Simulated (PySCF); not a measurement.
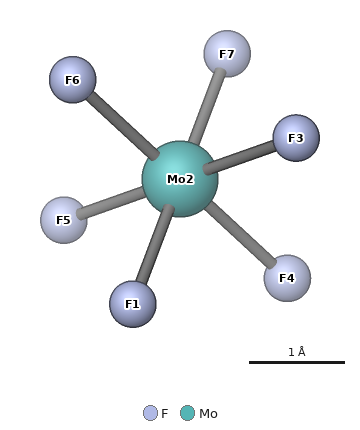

The input geometry (ball-and-stick view, seen at a tilt; atoms are numbered from 1 in the order of the input). Sticks mark near contacts.

**MoF6: single-point calculation**

The run: single-point calculation of MoF6 (molybdenum hexafluoride), SMILES [F][Mo]([F])([F])([F])([F])[F]. Method and program: M06-L/def2-SVP, RKS, core potentials def2-svp (PySCF 2.14.0).

The geometry comes from this level: GFN2-xTB.

Log
```
PySCF version 2.14.0

[INPUT] num. atoms = 7
[INPUT] num. electrons = 68
[INPUT] charge = 0
[INPUT] spin (= nelec alpha-beta = 2S) = 0
[INPUT] symmetry False subgroup None
[INPUT] Mole.unit = angstrom
[INPUT] Symbol           X                Y                Z      unit          X                Y                Z       unit  Magmom
[INPUT]  1 F     -0.884240000000  -0.039360000000   1.493290000000 AA   -1.670971428385  -0.074379620263   2.821909124552 Bohr   0.0
[INPUT]  2 Mo     0.000210000000  -0.000270000000  -0.000380000000 AA    0.000396842486  -0.000510226054  -0.000718095927 Bohr   0.0
[INPUT]  3 F      1.355700000000  -0.751600000000   0.782620000000 AA    2.561901707073  -1.420318155223   1.478937459607 Bohr   0.0
[INPUT]  4 F     -0.627890000000  -1.565450000000  -0.414620000000 AA   -1.186540136353  -2.958271761700  -0.783518245767 Bohr   0.0
[INPUT]  5 F     -1.356700000000   0.751510000000  -0.780870000000 AA   -2.563791433197   1.420148079872  -1.475630438889 Bohr   0.0
[INPUT]  6 F      0.627970000000   1.565350000000   0.414200000000 AA    1.186691314443   2.958082789088   0.782724560795 Bohr   0.0
[INPUT]  7 F      0.884940000000   0.039810000000  -1.494230000000 AA    1.672294236673   0.075229997019  -2.823685467109 Bohr   0.0

nuclear repulsion = 476.834064936331
number of shells = 47
number of NR pGTOs = 201
number of NR cGTOs = 115
basis = def2-svp
ecp = {'Mo': 'def2-svp'}

******** <class 'pyscf.dft.rks.RKS'> ********
method = RKS
initial guess = minao
damping factor = 0
level_shift factor = 0
DIIS = <class 'pyscf.scf.diis.CDIIS'>
diis_start_cycle = 1
diis_space = 8
diis_damp = 0
SCF conv_tol = 1e-10
SCF conv_tol_grad = None
SCF max_cycles = 50
direct_scf = True
direct_scf_tol = 1e-13
XC library pyscf.dft.libxc version 7.0.0
    S. Lehtola, C. Steigemann, M. J.T. Oliveira, and M. A.L. Marques.,  SoftwareX 7, 1–5 (2018)
XC functionals = m06-l
    Y. Zhao and D. G. Truhlar.,  Theor. Chem. Acc. 120, 215 (2008)
radial grids:
    Treutler-Ahlrichs [JCP 102, 346 (1995); DOI:10.1063/1.469408] (M4) radial grids

becke partition: Becke, JCP 88, 2547 (1988); DOI:10.1063/1.454033
pruning grids: <function nwchem_prune>
grids dens level: 5
symmetrized grids: False
atomic radii adjust function: <function treutler_atomic_radii_adjust>
small_rho_cutoff = 0
Set gradient conv threshold to 1e-05
Initial guess from minao.
tot grids = 311136
init E= -659.816844790413
  HOMO = -0.6971521093678  LUMO = -0.359927213240099  gap/eV = 9.17636
cycle= 1 E= -666.389900374664  delta_E= -6.57  |g|= 1.71  |ddm|= 3.49
  HOMO = -0.30432814338565  LUMO = -0.285402907830708  gap/eV = 0.51498
cycle= 2 E= -661.721600619663  delta_E= 4.67  |g|= 5.18  |ddm|= 4.22
  HOMO = -0.371970200964601  LUMO = -0.128497551931019  gap/eV = 6.62523
cycle= 3 E= -666.885312083314  delta_E= -5.16  |g|= 0.405  |ddm|= 3.53
  HOMO = -0.422542835645691  LUMO = -0.217991061590274  gap/eV = 5.56614
cycle= 4 E= -666.916933190012  delta_E= -0.0316  |g|= 0.127  |ddm|= 0.453
  HOMO = -0.412472982704013  LUMO = -0.200571366635046  gap/eV = 5.76614
cycle= 5 E= -666.920336547  delta_E= -0.0034  |g|= 0.0211  |ddm|= 0.0934
  HOMO = -0.412683581805264  LUMO = -0.199951060870621  gap/eV = 5.78875
cycle= 6 E= -666.920380007862  delta_E= -4.35e-05  |g|= 0.0153  |ddm|= 0.022
  HOMO = -0.412979877643487  LUMO = -0.199495729648531  gap/eV = 5.80920
cycle= 7 E= -666.920424707723  delta_E= -4.47e-05  |g|= 0.00184  |ddm|= 0.011
  HOMO = -0.412981929864851  LUMO = -0.199473203322485  gap/eV = 5.80987
cycle= 8 E= -666.920424642712  delta_E= 6.5e-08  |g|= 0.00193  |ddm|= 0.00238
  HOMO = -0.413020858015829  LUMO = -0.199448837627205  gap/eV = 5.81159
cycle= 9 E= -666.920425343014  delta_E= -7e-07  |g|= 2.43e-05  |ddm|= 0.00138
  HOMO = -0.413019136960187  LUMO = -0.199447581064176  gap/eV = 5.81158
cycle= 10 E= -666.9204253431  delta_E= -8.59e-11  |g|= 6.8e-06  |ddm|= 1.37e-05
  HOMO = -0.413019317628539  LUMO = -0.199448922564925  gap/eV = 5.81155
```

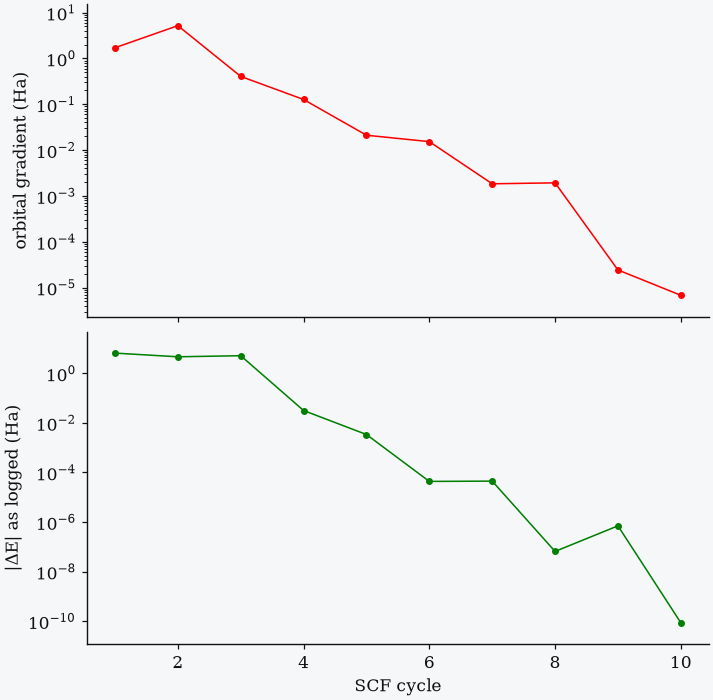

Convergence of the self-consistent field: orbital gradient and size of the energy change against the SCF cycle. The residual comes down, with one marked jump up, by a factor of about 3, at step 2.

```
Extra cycle  E= -666.920425343036  delta_E= 6.37e-11  |g|= 1.85e-05  |ddm|= 1.72e-05
converged SCF energy = -666.920425343036
Final energy -666.9204253430364
```

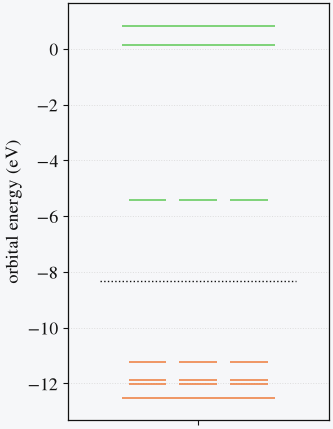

Orbital energies near the frontier; the dotted line parts filled from empty levels, and levels within 0.02 eV of each other stand side by side. Highest filled −11.24 eV, lowest empty −5.43 eV, 5.81 eV apart.

The run was set up as follows.

The input (calc.py)
```python
from pyscf import gto, dft

mol = gto.M(
    atom=[
    ('F', (-0.884240, -0.039360, 1.493290)),
    ('Mo', (0.000210, -0.000270, -0.000380)),
    ('F', (1.355700, -0.751600, 0.782620)),
    ('F', (-0.627890, -1.565450, -0.414620)),
    ('F', (-1.356700, 0.751510, -0.780870)),
    ('F', (0.627970, 1.565350, 0.414200)),
    ('F', (0.884940, 0.039810, -1.494230)),
],
    verbose=4,
    charge=0,
    basis='def2-svp',
    spin=0,
    ecp={'Mo': 'def2-svp'},
    max_memory=1860,
)

ks = dft.RKS(mol)
ks.xc = 'm06-l'
ks.conv_tol = 1e-10
ks.grids.level = 5
ks.kernel()
if not ks.converged:
    ks = ks.newton().run(ks.mo_coeff, ks.mo_occ)

etot = ks.e_tot
print('Final energy', etot)
```

Launch command:
```bash
OMP_NUM_THREADS=1 python calc.py
```

Summary

| quantity | value |
| --- | --- |
| outcome | converged |
| total energy | −666.920425 hartree |
| basis functions | 115 |
| HOMO | −11.24 eV |
| LUMO | −5.43 eV |
| dipole moment | 0.01 D |
| hardware | 1 thread of Intel Xeon (Sapphire Rapids), 192 GiB of memory available, shared host |
| wall time | 39 s |
| peak memory | 0.66 GiB |
